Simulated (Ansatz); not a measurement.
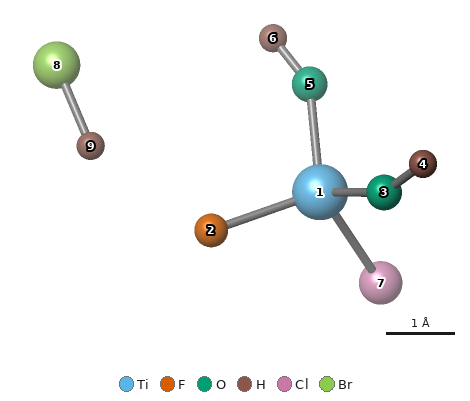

*The starting structure (ball-and-stick view, seen at a tilt; atoms are numbered from 1 in the order of the input). Sticks mark near contacts.*

Bond lengths as drawn: Br–H 1.41 Å, Cl–Ti 2.23 Å, F–Ti 1.75 Å, H–O 0.94 to 0.95 Å and O–Ti 1.73 to 1.74 Å.

TiH$_{3}$BrClO$_{2}$F: nudged elastic band (part 1 of 2)

System: TiH$_{3}$BrClO$_{2}$F.
Method: RHF/def2-SVP (Ansatz 0.2.0).

It belongs to a series of runs on one base structure; here: band between the two ends. Figures and captions count atoms from 1; the log counts them from 0 in places.

## The input
```yaml
crystal:
  periodic: [false, false, false]
  atoms:
    - { symbol: Ti, position_ang: [0.12481, -0.587706, -0.33473] }
    - { symbol: F, position_ang: [-0.327327, -1.03587, 1.297642] }
    - { symbol: O, position_ang: [1.798878, -0.132341, -0.359948] }
    - { symbol: H, position_ang: [2.492644, 0.467765, -0.583675] }
    - { symbol: O, position_ang: [-0.885675, 0.73906, -0.794844] }
    - { symbol: H, position_ang: [-1.652989, 1.271683, -0.642506] }
    - { symbol: Cl, position_ang: [-0.238684, -2.328801, -1.678982] }
    - { symbol: Br, position_ang: [-3.08092, 0.942971, 2.261119] }
    - { symbol: H, position_ang: [-2.053836, -0.023461, 2.318924] }
basis:
  gaussian: { orbitals: def2-SVP }
hamiltonian:
  xc: hf
neb:
  order_check: false
  images: 9
  f_tol: 0.05
  max_iterations: 60
  final_atoms:
    - { symbol: Ti, position_ang: [-0.81880401, -0.22404176, -0.68520001] }
    - { symbol: F, position_ang: [0.70441337, -0.46514345, 2.83775913] }
    - { symbol: O, position_ang: [0.71173468, -0.01912254, 0.06585399] }
    - { symbol: H, position_ang: [1.15076889, -0.13528904, 0.9032335] }
    - { symbol: O, position_ang: [-1.17361718, 1.1110448, -1.72526076] }
    - { symbol: H, position_ang: [-0.92376633, 1.95084197, -2.07975082] }
    - { symbol: Cl, position_ang: [-0.87869247, -2.13002257, -1.81840963] }
    - { symbol: Br, position_ang: [-2.39202915, -0.2969517, 1.15761512] }
    - { symbol: H, position_ang: [-0.2031068, -0.47801571, 2.8271595] }
  initial_path:
    images:
      - { positions_ang: [[0.12481, -0.587706, -0.33473], [-0.327327, -1.03587, 1.297642], [1.798878, -0.132341, -0.359948], [2.492644, 0.467765, -0.583675], [-0.885675, 0.73906, -0.794844], [-1.652989, 1.271683, -0.642506], [-0.238684, -2.328801, -1.678982], [-3.08092, 0.942971, 2.261119], [-2.053836, -0.023461, 2.318924]] }
      - { positions_ang: [[0.10100131, -0.4651642, -0.26149589], [-0.28494352, -0.85875787, 1.47831331], [1.80872837, -0.08033338, -0.38792585], [2.43442067, 0.2136916, -0.60142669], [-0.89105417, 0.9136098, -0.74269639], [-1.69207865, 1.29188681, -0.67981838], [-0.39110883, -2.23704113, -1.53736658], [-3.00153173, 0.63366195, 1.95558386], [-1.90653245, -0.09825358, 2.25983261]] }
      - { positions_ang: [[0.07719262, -0.3426224, -0.18826178], [-0.24256004, -0.68164574, 1.65898462], [1.81857875, -0.02832575, -0.41590369], [2.37619733, -0.0403818, -0.61917839], [-0.89643334, 1.0881596, -0.69054878], [-1.7311683, 1.31209061, -0.71713077], [-0.54353366, -2.14528125, -1.39575115], [-2.92214346, 0.32435289, 1.65004872], [-1.75922889, -0.17304616, 2.20074122]] }
      - { positions_ang: [[0.05338393, -0.2200806, -0.11502767], [-0.20017656, -0.50453361, 1.83965593], [1.82842912, 0.02368187, -0.44388154], [2.317974, -0.29445519, -0.63693008], [-0.90181252, 1.2627094, -0.63840117], [-1.77025796, 1.33229442, -0.75444315], [-0.69595849, -2.05352138, -1.25413573], [-2.84275518, 0.01504384, 1.34451357], [-1.61192534, -0.24783874, 2.14164983]] }
      - { positions_ang: [[0.02957524, -0.09753881, -0.04179356], [-0.15779308, -0.32742147, 2.02032724], [1.83827949, 0.07568949, -0.47185938], [2.25975066, -0.54852859, -0.65468177], [-0.90719169, 1.4372592, -0.58625356], [-1.80934761, 1.35249822, -0.79175553], [-0.84838332, -1.96176151, -1.1125203], [-2.76336691, -0.29426521, 1.03897843], [-1.46462178, -0.32263132, 2.08255844]] }
      - { positions_ang: [[0.00576655, 0.02500299, 0.03144055], [-0.1154096, -0.15030934, 2.20099855], [1.84812986, 0.12769712, -0.49983723], [2.20152733, -0.80260199, -0.67243347], [-0.91257086, 1.61180899, -0.53410595], [-1.84843726, 1.37270203, -0.82906792], [-1.00080815, -1.87000164, -0.97090488], [-2.68397864, -0.60357426, 0.73344329], [-1.31731823, -0.3974239, 2.02346705]] }
      - { positions_ang: [[-0.15914756, -0.02480596, -0.11188756], [0.04855499, -0.21327616, 2.32835067], [1.62085083, 0.09833318, -0.38669898], [1.99137564, -0.6691394, -0.35730008], [-0.96478012, 1.51165616, -0.77233691], [-1.66350307, 1.48833002, -1.0792045], [-0.97638502, -1.92200582, -1.14040583], [-2.62558874, -0.54224975, 0.81827766], [-1.09447594, -0.41354226, 2.18420554]] }
      - { positions_ang: [[-0.32406167, -0.07461491, -0.25521567], [0.21251959, -0.27624299, 2.45570278], [1.39357179, 0.06896925, -0.27356074], [1.78122395, -0.53567681, -0.04216668], [-1.01698939, 1.41150332, -1.01056787], [-1.47856889, 1.603958, -1.32934108], [-0.95196188, -1.97401001, -1.30990678], [-2.56719884, -0.48092524, 0.90311202], [-0.87163366, -0.42966062, 2.34494403]] }
      - { positions_ang: [[-0.48897579, -0.12442386, -0.39854379], [0.37648418, -0.33920981, 2.5830549], [1.16629275, 0.03960532, -0.1604225], [1.57107226, -0.40221422, 0.27296671], [-1.06919865, 1.31135048, -1.24879883], [-1.2936347, 1.71958599, -1.57947766], [-0.92753874, -2.0260142, -1.47940773], [-2.50880894, -0.41960072, 0.98794639], [-0.64879137, -0.44577899, 2.50568252]] }
      - { positions_ang: [[-0.6538899, -0.17423281, -0.5418719], [0.54044878, -0.40217663, 2.71040701], [0.93901372, 0.01024139, -0.04728425], [1.36092057, -0.26875163, 0.5881001], [-1.12140792, 1.21119764, -1.4870298], [-1.10870052, 1.83521398, -1.82961424], [-0.90311561, -2.07801838, -1.64890868], [-2.45041904, -0.35827621, 1.07278075], [-0.42594908, -0.46189735, 2.66642101]] }
      - { positions_ang: [[-0.81880401, -0.22404176, -0.68520001], [0.70441337, -0.46514345, 2.83775913], [0.71173468, -0.01912254, 0.06585399], [1.15076889, -0.13528904, 0.9032335], [-1.17361718, 1.1110448, -1.72526076], [-0.92376633, 1.95084197, -2.07975082], [-0.87869247, -2.13002257, -1.81840963], [-2.39202915, -0.2969517, 1.15761512], [-0.2031068, -0.47801571, 2.8271595]] }
```

Run as:
```bash
ansatz run input.yaml --threads 4 --pin off --max-ram 5120MiB --backend cpu --events-out ev --progress --plain --runs-dir out
```

## The program's output
```
Engine: ansatz 0.2.0, x86_64-unknown-linux-gnu
Functional definition: HF
  exchange = exact_x
  correlation = 0
1487 factors; integrals over basis functions are off by at most 2.9e-4 eV
mean field evaluation 1: about -112392.7590 eV, gradient 6.6e1 eV
mean field evaluation 2: about -112392.8608 eV, gradient 6.6e1 eV
mean field evaluation 4: about -112401.8378 eV, gradient 5.8e0 eV
mean field evaluation 8: about -112401.9607 eV, gradient 6.3e-1 eV
mean field -112401.96239505 eV, -4130.6959292314 hartree, gradient 6.4e-5 eV, S^2 0.000000; 0 other end points of the search recorded, 0 dependent functions left out
the calculation of the forces begins
reference -112401.96239505 eV, -4130.6959292314 hartree; 51, 51 occupied and 87, 87 virtual orbitals, 1487 factors
1483 factors; integrals over basis functions are off by at most 1.4e-3 eV
mean field evaluation 16: about -112386.5865 eV, gradient 9.1e1 eV
mean field -112401.73739718 eV, -4130.6876607122 hartree, gradient 1.1e-5 eV, S^2 0.000000; 0 other end points of the search recorded, 0 dependent functions left out
[... from here on the field's lines of each further geometry are left out, up to the last ...]
NEB iter   1: max|band force component| = 8.375e1 eV/Å  barrier→ = 15.6310 eV  barrier← = 15.4060 eV  Δτ_max = 0.2000 Å  (497 SCF iters)
NEB iter   2: max|band force component| = 5.725e0 eV/Å  barrier→ = 2.3631 eV  barrier← = 2.1381 eV  Δτ_max = 0.2000 Å  (432 SCF iters)
NEB iter   3: max|band force component| = 4.413e0 eV/Å  barrier→ = 2.8728 eV  barrier← = 2.6478 eV  Δτ_max = 0.2000 Å  (395 SCF iters)
NEB iter   4: max|band force component| = 9.453e0 eV/Å  barrier→ = 1.7666 eV  barrier← = 1.5416 eV  Δτ_max = 0.0999 Å  (399 SCF iters)
NEB iter   5: max|band force component| = 1.442e0 eV/Å  barrier→ = 1.3879 eV  barrier← = 1.1629 eV  Δτ_max = 0.1870 Å  (387 SCF iters)
NEB iter   6: max|band force component| = 3.660e0 eV/Å  barrier→ = 1.5531 eV  barrier← = 1.3281 eV  Δτ_max = 0.0967 Å  (388 SCF iters)
NEB iter   7: max|band force component| = 1.090e0 eV/Å  barrier→ = 1.2903 eV  barrier← = 1.0653 eV  Δτ_max = 0.1932 Å  (384 SCF iters)
NEB iter   8: max|band force component| = 1.513e0 eV/Å  barrier→ = 1.1361 eV  barrier← = 0.9111 eV  Δτ_max = 0.0969 Å  (382 SCF iters)
NEB iter   9: max|band force component| = 1.141e0 eV/Å  barrier→ = 1.1002 eV  barrier← = 0.8752 eV  Δτ_max = 0.1008 Å  (386 SCF iters)
NEB iter  10: max|band force component| = 5.588e-1 eV/Å  barrier→ = 1.0664 eV  barrier← = 0.8414 eV  Δτ_max = 0.1904 Å  (389 SCF iters)
NEB iter  11: max|band force component| = 1.887e0 eV/Å  barrier→ = 1.2530 eV  barrier← = 1.0280 eV  Δτ_max = 0.0972 Å  (392 SCF iters)
NEB iter  12: max|band force component| = 5.083e-1 eV/Å  barrier→ = 0.9895 eV  barrier← = 0.7645 eV  CI = image 5  Δτ_max = 0.1603 Å  (386 SCF iters)
NEB iter  13: max|band force component| = 1.137e0 eV/Å  barrier→ = 1.1756 eV  barrier← = 0.9506 eV  CI = image 5  Δτ_max = 0.0795 Å  (384 SCF iters)
NEB iter  14: max|band force component| = 7.737e-1 eV/Å  barrier→ = 1.2434 eV  barrier← = 1.0184 eV  CI = image 5  Δτ_max = 0.0796 Å  (385 SCF iters)
NEB iter  15: max|band force component| = 3.636e-1 eV/Å  barrier→ = 1.2621 eV  barrier← = 1.0371 eV  CI = image 5  Δτ_max = 0.1580 Å  (385 SCF iters)
NEB iter  16: max|band force component| = 3.029e-1 eV/Å  barrier→ = 1.2377 eV  barrier← = 1.0127 eV  CI = image 5  Δτ_max = 0.0806 Å  (382 SCF iters)
NEB iter  17: max|band force component| = 2.958e-1 eV/Å  barrier→ = 1.2243 eV  barrier← = 0.9993 eV  CI = image 5  Δτ_max = 0.0790 Å  (385 SCF iters)
NEB iter  18: max|band force component| = 2.095e-1 eV/Å  barrier→ = 1.2178 eV  barrier← = 0.9928 eV  CI = image 5  Δτ_max = 0.0799 Å  (384 SCF iters)
NEB iter  19: max|band force component| = 4.288e-1 eV/Å  barrier→ = 1.2124 eV  barrier← = 0.9874 eV  CI = image 5  Δτ_max = 0.0397 Å  (388 SCF iters)
NEB iter  20: max|band force component| = 2.045e-1 eV/Å  barrier→ = 1.2091 eV  barrier← = 0.9842 eV  CI = image 5  Δτ_max = 0.0801 Å  (386 SCF iters)
NEB iter  21: max|band force component| = 3.307e-1 eV/Å  barrier→ = 1.2074 eV  barrier← = 0.9824 eV  CI = image 5  Δτ_max = 0.0397 Å  (387 SCF iters)
NEB iter  22: max|band force component| = 1.333e-1 eV/Å  barrier→ = 1.2060 eV  barrier← = 0.9810 eV  CI = image 5  Δτ_max = 0.0763 Å  (389 SCF iters)
NEB iter  23: max|band force component| = 4.165e-1 eV/Å  barrier→ = 1.2049 eV  barrier← = 0.9799 eV  CI = image 5  Δτ_max = 0.0395 Å  (388 SCF iters)
NEB iter  24: max|band force component| = 6.884e-2 eV/Å  barrier→ = 1.2042 eV  barrier← = 0.9792 eV  CI = image 5  Δτ_max = 0.0793 Å  (391 SCF iters)
NEB iter  25: max|band force component| = 2.695e-1 eV/Å  barrier→ = 1.2037 eV  barrier← = 0.9787 eV  CI = image 5  Δτ_max = 0.0390 Å  (389 SCF iters)
NEB iter  26: max|band force component| = 9.445e-2 eV/Å  barrier→ = 1.2034 eV  barrier← = 0.9784 eV  CI = image 5  Δτ_max = 0.0780 Å  (390 SCF iters)
NEB iter  27: max|band force component| = 2.796e-1 eV/Å  barrier→ = 1.2032 eV  barrier← = 0.9782 eV  CI = image 5  Δτ_max = 0.0394 Å  (387 SCF iters)
NEB iter  28: max|band force component| = 9.085e-2 eV/Å  barrier→ = 1.2031 eV  barrier← = 0.9781 eV  CI = image 5  Δτ_max = 0.0789 Å  (392 SCF iters)
NEB iter  29: max|band force component| = 3.788e-1 eV/Å  barrier→ = 1.2030 eV  barrier← = 0.9780 eV  CI = image 5  Δτ_max = 0.0394 Å  (391 SCF iters)
NEB iter  30: max|band force component| = 1.893e-1 eV/Å  barrier→ = 1.2030 eV  barrier← = 0.9780 eV  CI = image 5  Δτ_max = 0.0390 Å  (391 SCF iters)
NEB iter  31: max|band force component| = 2.108e-1 eV/Å  barrier→ = 1.2030 eV  barrier← = 0.9780 eV  CI = image 5  Δτ_max = 0.0197 Å  (393 SCF iters)
NEB iter  32: max|band force component| = 5.989e-2 eV/Å  barrier→ = 1.2030 eV  barrier← = 0.9780 eV  CI = image 5  Δτ_max = 0.0396 Å  (396 SCF iters)
NEB iter  33: max|band force component| = 1.206e-1 eV/Å  barrier→ = 1.2029 eV  barrier← = 0.9779 eV  CI = image 5  Δτ_max = 0.0196 Å  (394 SCF iters)
the calculation of the forces begins
reference -112401.65819228 eV, -4130.6847499860 hartree; 51, 51 occupied and 87, 87 virtual orbitals, 1485 factors
1489 factors; integrals over basis functions are off by at most 1.5e-3 eV
mean field evaluation 3040: about -112400.7561 eV, gradient 7.8e-1 eV
mean field -112400.75947729 eV, -4130.6517228193 hartree, gradient 1.2e-5 eV, S^2 0.000000; 1 other end points of the search recorded, 0 dependent functions left out
the calculation of the forces begins
reference -112400.75947729 eV, -4130.6517228193 hartree; 51, 51 occupied and 87, 87 virtual orbitals, 1489 factors
NEB iter  34: max|band force component| = 4.885e-2 eV/Å  barrier→ = 1.2029 eV  barrier← = 0.9779 eV  CI = image 5  Δτ_max = 0.0000 Å  (1030 SCF iters)
```
